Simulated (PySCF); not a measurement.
## A study: C3H3BrO, SMILES `O=C/C=C\Br`

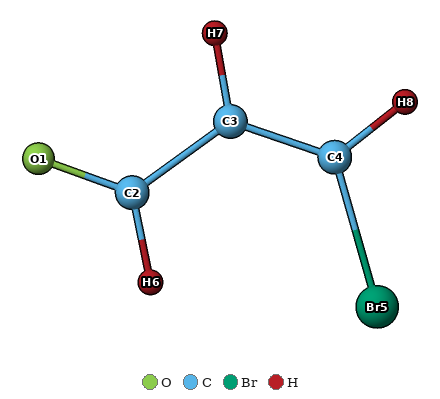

The molecule, with its atoms numbered as below. No frequency check shows the geometry to be a minimum.

Geometry (Å), atoms numbered from 1:

```
O1       3.1178    0.5597    0.0000
C2       1.9264    0.3936    0.0000
C3       1.2794   -0.9197    0.0000
C4      -0.0355   -1.1269    0.0000
Br5     -1.3332    0.2308    0.0000
H6       1.2254    1.2484    0.0000
H7       1.9441   -1.7732    0.0000
H8      -0.4731   -2.1137    0.0000
```

## 1. Bonding charge

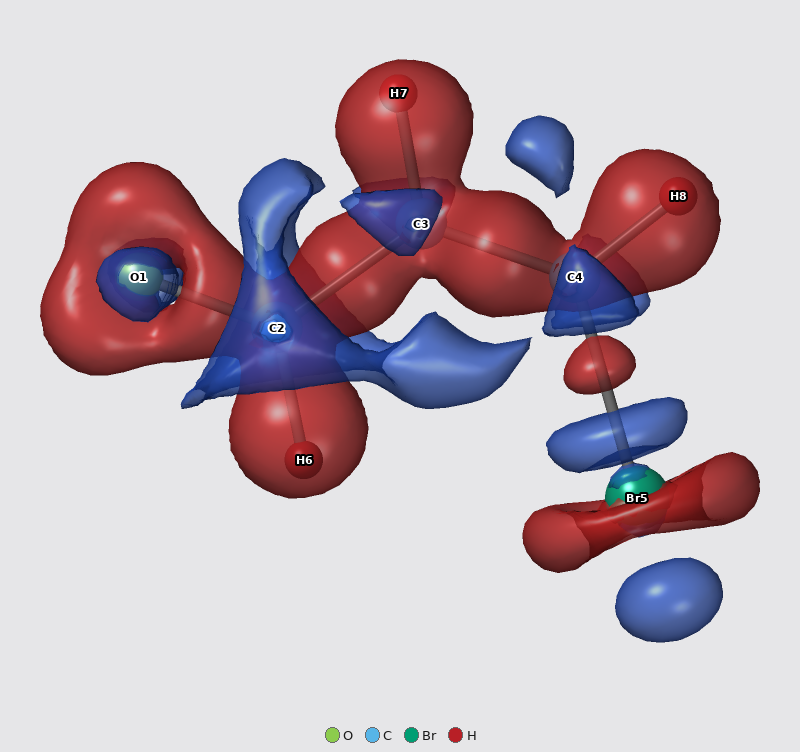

Deformation density (molecule less spherical, spin-averaged free atoms at the same positions), surfaces at ±0.07 e/Å³; red: gain, blue: loss.

Method: BP86/def2-SVP; geometry: GFN2-xTB; program: PySCF.

How much density has each bond gained at its critical point, relative to the free atoms?

Answer. C4–H8: +0.72 e/Å³ at the bond critical point (bond length 1.08 Å, Mayer order 0.9). C2–H6: +0.70 e/Å³ at the bond critical point (bond length 1.11 Å, Mayer order 0.9). C3–H7: +0.68 e/Å³ at the bond critical point (bond length 1.08 Å, Mayer order 0.9). C3–C4: +0.67 e/Å³ at the bond critical point (bond length 1.33 Å, Mayer order 1.8). O1–C2: +0.57 e/Å³ at the bond critical point (bond length 1.20 Å, Mayer order 2.1). C2–C3: +0.54 e/Å³ at the bond critical point (bond length 1.46 Å, Mayer order 1.0). C4–Br5: +0.14 e/Å³ at the bond critical point (bond length 1.88 Å, Mayer order 1.1). In all, 1.8 electrons gather in the regions of gain relative to the promolecule. A small or negative value marks a very polar bond, one between electron-rich atoms, whose free-atom densities already overlap strongly, a long bond to a heavier atom, or a closed-shell contact such as a hydrogen bond.

## 2. Local ionisation energy

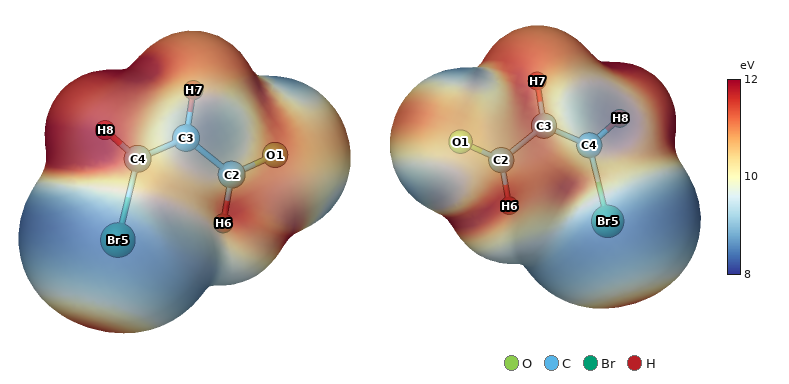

Average local ionisation energy on the surface of electron density 0.001 a.u. (back view left, front view right).

Locate the minima of the map.

Answer. The lowest value is 8.4 eV, 2.2 Å from Br5, and at like points elsewhere. Further minima include 8.6 eV, 1.7 Å from O1; 8.6 eV, 1.8 Å from O1; 8.8 eV, off the molecular plane, over C3 (2.0 Å), and at like points elsewhere. For comparison, the highest occupied orbital lies at −5.9 eV.

What volume does the surface enclose, and what is the dipole moment?

Answer. About 109 Å³; the dipole moment is 2.7 D.

## 3. Removing or adding an electron

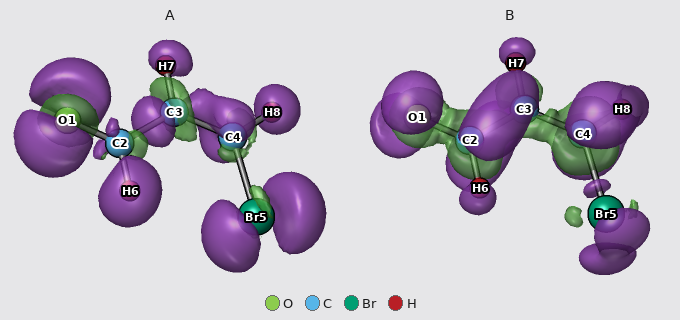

The two Fukui functions at ±0.02 e/Å³ (purple positive, green negative).

Level of theory: PBE/def2-SVPD (PySCF), at a geometry from GFN2-xTB.

Which panel is f⁻ (electron removed) and which f⁺ (electron added)?

Answer. A is f⁻, B is f⁺. f⁻ (Hirshfeld-condensed) is largest on Br5 (0.30) and O1 (0.28); the vertical ionisation energy is 9.42 eV (the stability of the cation's solution wasn't checked). f⁺ (Hirshfeld-condensed) is largest on Br5 (0.22), O1 (0.19) and C4 (0.15); the vertical electron affinity is 0.40 eV (the stability of the anion's solution wasn't checked; the anion's highest orbital has positive energy, so this value and f⁺ depend on the basis).

What chemical potential and hardness follow from the two energies?

Answer. μ = −(I + A)/2 = −4.91 eV and η = I − A = 9.02 eV.

## 4. The π system

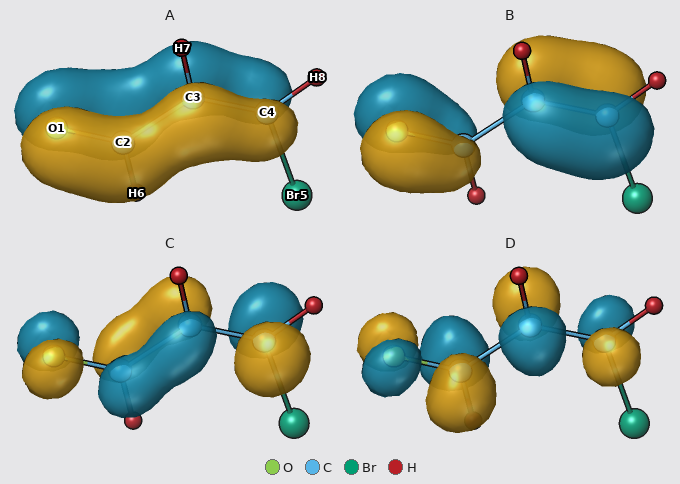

Natural orbitals of the π active space, CASSCF(4,4), singlet state, in order of falling occupation.

Method: def2-SVPD basis; geometry: GFN2-xTB; program: PySCF.

What are the natural occupation numbers?

Answer. A 1.93, B 1.90, C 0.11, D 0.06.

How multiconfigurational is the state?

Answer. The leading determinant weighs 0.92; the effective number of unpaired electrons, Σ n²(2−n)², is 0.11; the most occupied of the weakly occupied orbitals holds 0.11 e, as in an ordinary closed-shell π system. The active space lowers the energy by 1.66 eV against Hartree–Fock.

Where does the lowest triplet lie relative to the singlet, at this geometry and within this active space?

Answer. 3.90 eV above it by strongly contracted NEVPT2 (+3.87 eV by CASSCF); a small basis tends to put such gaps a few tenths of an eV too high. This is a vertical energy for π states alone; a state that uses lone pairs or σ orbitals may lie lower.
